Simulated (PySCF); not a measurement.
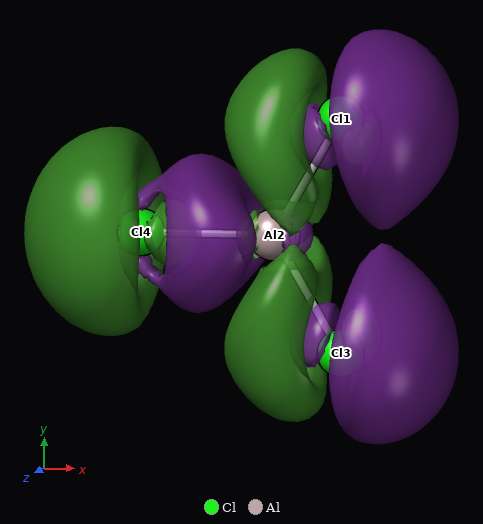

AlCl3, SMILES `Cl[Al](Cl)Cl`. Change of the electron density in a uniform field of 0.51 V/Å, surfaces at ±0.002 e/Å³ (purple: gain, green: loss).

Computed with PySCF, PBE/def2-TZVP, geometry: GFN2-xTB. No frequency check shows the geometry to be a minimum. A basis without diffuse functions makes polarisabilities too small. GFN2-xTB bond lengths at metals and heavier atoms can be off by up to 0.1 Å and shapes distorted, which carries into these values.

Coordinates in Å:

```
Cl1      1.0151    1.7579    0.0000
Al2     -0.0002    0.0000    0.0000
Cl3      1.0149   -1.7580    0.0000
Cl4     -2.0298    0.0001    0.0000
```

The field was applied in both directions; the picture shows the one opposite to the script's first.

> Along which Cartesian direction does the field point?

Along −x: electrons gather on the +x side, against the field.

> How large is the response?

The induced dipole is 1.62 D (along the field); α along this axis, from the fields in both directions, is 64 bohr³ (9.4 Å³).
